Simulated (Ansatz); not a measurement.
# SiH4O + HF + HF: a complex and its separated parts

The complex below is one end of an elementary step. How strongly is it bound against its free parts?

Computed with Ansatz 0.2.0, Gaussian basis. Level: PBE0-D4/def2-TZVP structures, single points in def2-TZVPP, no counterpoise correction.

Levels: SPW92, PBE-D4, BLYP-D4, r2SCAN-D4, B97M-V, PBE0-D4, B3LYP-D4, r2SCAN0-D4, BHLYP-D4, CAM-B3LYP-D4, wB97X-V, wB97M-V, B2PLYP, PBE-QIDH, RPA on PBE, Hartree-Fock, MP2, CCSD, CCSD(T).

Correlated methods freeze the cores. B3LYP uses VWN-RPA correlation. B2PLYP carries no dispersion term here.

26 further runs of the same task are left out: 26 set aside as unsound or not needed.

### Step 1. Starting geometry

The complex: 10 atoms, charge 0, spin multiplicity 1.

Atoms are counted from 1 here; the program's logs count them from 0.

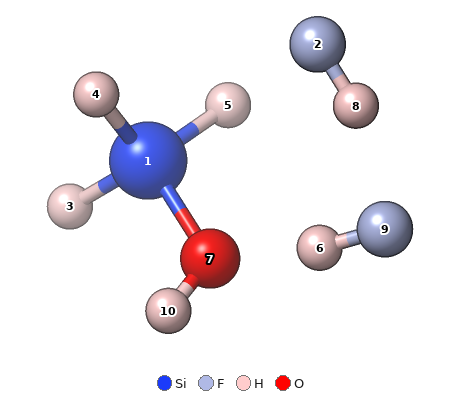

Start geometry, drawn with silicon blue, fluorine light blue, hydrogen pink, oxygen red; atoms are numbered from 1 in the order of the file.

Coordinates:

```xyz
10

Si   -0.8263    0.8277   -0.6761
F     0.7020   -2.0388   -0.8251
H    -1.5956    2.0988   -0.6802
H    -0.0001    0.7500   -1.9007
H    -1.7175   -0.3352   -0.5161
H     0.6933   -0.4564    1.3486
O     0.1461    0.8359    0.6992
H     0.8986   -1.9788    0.0913
F     1.0225   -1.3233    1.6066
H     0.6769    1.6203    0.8523
```

Its parts: SiH4O holds atoms 1, 3, 4, 5, 7, 10; HF holds atoms 2, 8; HF holds atoms 6, 9. Each part counts its atoms afresh in its own runs.

### Step 2. Relaxing SiH4O alone

relax-a/in.yaml

```yaml
crystal:
  periodic: [false, false, false]
  atoms:
    - {symbol: Si, position_ang: [-0.826254, 0.827676, -0.676093]}
    - {symbol: H, position_ang: [-1.595624, 2.098771, -0.680157]}
    - {symbol: H, position_ang: [-0.000087, 0.750021, -1.900703]}
    - {symbol: H, position_ang: [-1.717467, -0.335173, -0.516104]}
    - {symbol: O, position_ang: [0.146081, 0.835882, 0.699237]}
    - {symbol: H, position_ang: [0.676863, 1.620302, 0.852299]}
basis:
  gaussian: {orbitals: def2-TZVP}
hamiltonian: {xc: pbe0, dispersion: d4}
relax: {f_tol: 0.005, max_steps: 200}
```

The command line of these runs was not kept.

The runs that follow: Relaxing HF alone; Relaxing HF alone; wB97M-V/def2-TZVPP; CCSD(T)/def2-TZVPP; Vibrations of SiH4O; Vibrations of HF; Vibrations of HF.

Q: Predict the outcome of this session. Wanted: complex less parts, CCSD(T)/def2-TZVPP; with zero-point energy; largest T1 diagnostic.

**Answer**, as computed:

| quantity | value |
| --- | --- |
| complex less parts, CCSD(T)/def2-TZVPP | -69.7 kJ/mol |
| with zero-point energy | -51.9 kJ/mol |
| largest T1 diagnostic | 0.011 |

**Reading.** At CCSD(T) the complex lies 69.7 kJ/mol below its parts. The functionals run from PBE-QIDH, off by -2.0 kJ/mol, to SPW92, off by -51.9 kJ/mol, against CCSD(T). B2PLYP is as near within the digits shown. By rung, the mean size of the error is: LDA 51.9, GGA 12.8, meta-GGA 7.1, hybrid 8.7, range-separated hybrid 10.3, double hybrid 2.0 kJ/mol. PBE-D4 gives a relative energy 15.0 kJ/mol too low, outside chemical accuracy (1 kcal/mol, 4.2 kJ/mol). No counterpoise was applied, and triple zeta lacks some correlation, so the CCSD(T) reference has a basis error of its own, and close matches with it are partly luck.
